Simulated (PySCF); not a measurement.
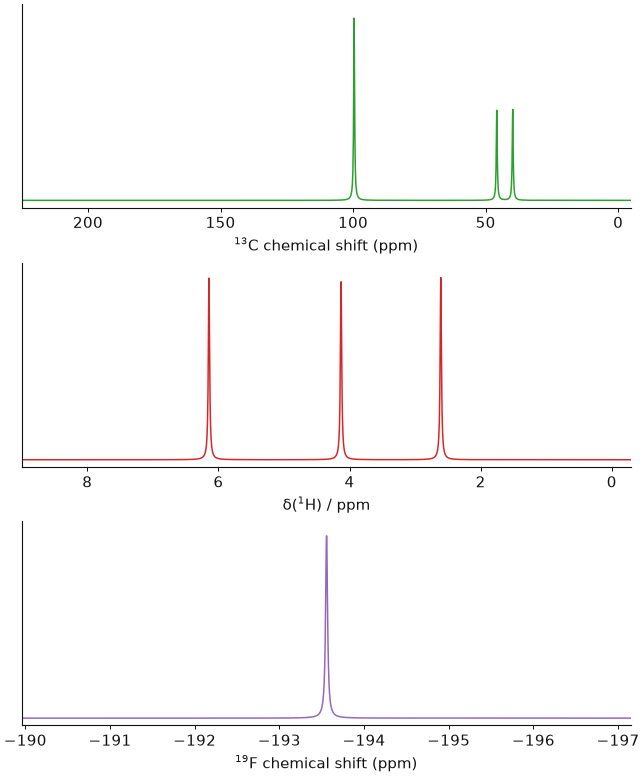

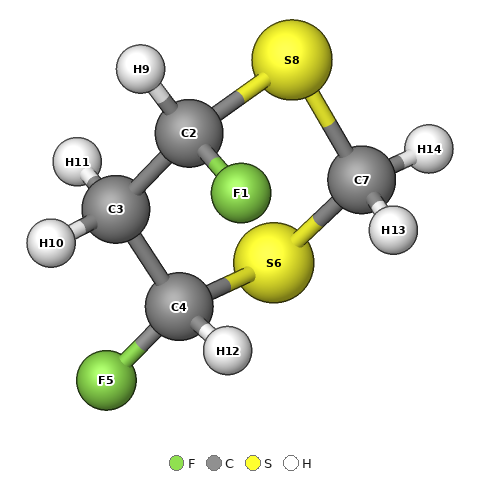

Spectrum and numbered structure of C₄H₆F₂S₂, SMILES F[C@@H]1C[C@@H](F)SCS1. GIAO shifts, PBE0/pcSseg-1 with PySCF, at a GFN2-xTB geometry (no frequency check), against TMS for ¹³C, TMS for ¹H and CFCl₃ for ¹⁹F computed at the same level (¹⁹F: this reference is a hard case for the method, so all values can be off together by tens of ppm, and differences between signals are safer). Gas phase, fully decoupled, line heights follow the number of nuclei, widths are arbitrary (no quadrupolar broadening); values of one conformer, averaged over nuclei that symmetry, rotation about single bonds or ring flips exchange, these motions taken as fast; other conformers aren't averaged in.

Assign the ¹³C signals to the numbered atoms.

Answer.
```csv
δ (ppm),nuclei,atoms
99.6,2,"C2, C4"
45.8,1,C3
39.8,1,C7
```

Which atoms give which ¹H line?

Answer.
| δ (ppm) | nuclei | atoms |
| --- | --- | --- |
| 6.14 | 2 | H9, H12 |
| 4.13 | 2 | H13, H14 |
| 2.61 | 2 | H10, H11 |

Where does the ¹⁹F line lie?

Answer. At −193.6 ppm (F1 and F5).

Caveats: the tight-binding geometry is rougher than a DFT one and adds to the error.
